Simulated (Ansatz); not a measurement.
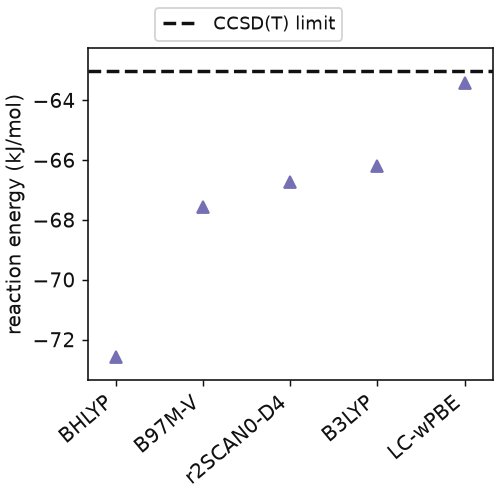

Electronic reaction energy of BHOBr₂ (OB(Br)Br) + SiH₄O (O[SiH3]) → BSiH₄O₂Br (OB(Br)O[SiH3]) + HBr (Br) (SMILES in brackets) at several levels (functionals in def2-TZVPP unless a basis is named), isolated molecules at PBE0-D4 triple-zeta geometries, minima by their frequencies, no zero-point or thermal terms, the Ansatz code. The line is frozen-core CCSD(T) at the basis limit (MP2 extrapolated from triple and quadruple zeta, plus CCSD(T) less MP2 in a smaller set). No dispersion term is added to BHLYP, B3LYP and LC-wPBE.

Question: What do zero-point energy and temperature add?

Answer: Zero-point change −6.6 kJ/mol; at 298.15 K and 1 bar the CCSD(T) limit plus thermal terms gives an enthalpy of reaction of −67.7 and a free energy of −62.2 kJ/mol (harmonic PBE0-D4 modes, ideal gas).

Question: Give the values.

Answer:
```
        level  kJ/mol  less CCSD(T) limit
        BHLYP   −72.6                −9.6
       B97M-V   −67.6                −4.5
   r2SCAN0-D4   −66.7                −3.7
        B3LYP   −66.2                −3.2
      LC-wPBE   −63.4                −0.4
CCSD(T) limit   −63.0                 0.0
```

Note: no scalar relativity up to krypton; outer-core shells are correlated without core-valence functions, which makes the correlated values less sure; one conformer of each flexible molecule.
